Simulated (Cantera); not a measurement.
Input: 1 mol Zr, 19 mol N2O, equilibrated at 0.000750 Torr.

Cantera equilibrium calculation (NASA polynomials, part measured and part estimated; ideal gas, pure solids and liquids). Candidate condensed phases: Zr, ZrN, ZrO2; 13 gas species. Kinetics and transport are ignored.

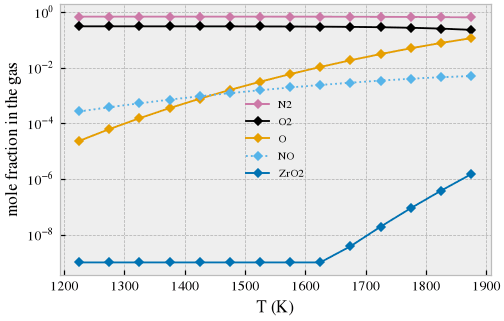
Figure. Equilibrium gas composition (values under 1e-9 drawn at 1e-9)

From 1225 K to 1475 K the condensed part is ZrO2(monoclinic). From 1525 K to 1875 K the condensed part is ZrO2(tetragonal).
